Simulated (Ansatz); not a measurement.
**Hypothetical diamond Se: pressure series**

The reference is Se in the diamond structure (space group Fd-3m, No. 227; a hypothetical phase, not in the database extracts checked).

```
Se
1.0
    0.00000     3.11137     3.11137
    3.11137     0.00000     3.11137
    3.11137     3.11137     0.00000
Se
2
Direct
  0.25000   0.25000   0.25000
  0.00000   0.00000   0.00000
```

Cell and atoms are relaxed at each pressure.

Computed with plane-wave PAW DFT at the PBEsol level (Ansatz, a first-principles code, 420 eV), without spin-orbit coupling.

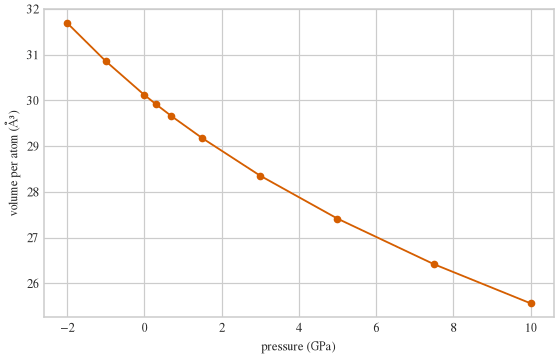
Volume per atom against pressure

| pressure (GPa) | volume per atom |
|---|---|
| -2 | 31.69 Å³ |
| -1 | 30.86 Å³ |
| 0.3 | 29.92 Å³ |
| 0.7 | 29.66 Å³ |
| 1.5 | 29.17 Å³ |
| 3 | 28.35 Å³ |
| 5 | 27.42 Å³ |
| 7.5 | 26.42 Å³ |
| 10 | 25.56 Å³ |

Load acts through the strain it causes; cell and atoms are relaxed under it. Stability against distortions was not tested. No other phases were tried under pressure.
